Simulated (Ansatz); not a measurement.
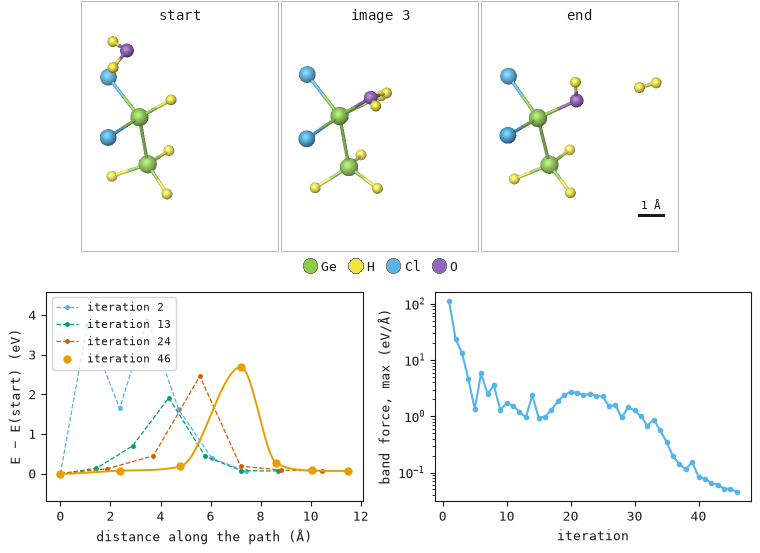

A search for the minimum-energy path of Ge2H6OCl2, made up at the start of Ge₂H₄Cl₂ and H₂O by the nudged elastic band. Images are numbered from 0 (start) to 6 (end). The plot follows the band through its iterations. Style: ball-and-stick. Shown from a free direction.

All numbers below come from RHF/def2-SVP in Ansatz 0.2.0. Set-up: 5 movable images; climbing image; force threshold 0.05 eV/Å; iteration limit 60; starting path through a guess of the saddle point.

Question: Did the band converge, and can the barrier be trusted?

Answer: The result is final at these settings. The band converged in 46 iterations. The largest component of the band force went from 110 to 0.045 eV/Å. The climbing image converged on the top of the path. Its vibrational analysis gives one imaginary mode (1889i cm⁻¹), as a transition state must have. The first iteration put the highest image at 21.28 eV. Forward barrier 2.69 eV, backward barrier 2.62 eV, with image 3 at the top; the reaction energy is +0.07 eV.

Limits of the set-up: the start holds two separate molecules, 2.9 Å apart at their closest, whose relative position is a soft coordinate and is computed without a dispersion correction; Hartree-Fock leaves out electron correlation.

The run took 8.7 min on 4 threads of Arm Neoverse V1 (shared host), peak memory 0.49 GiB.
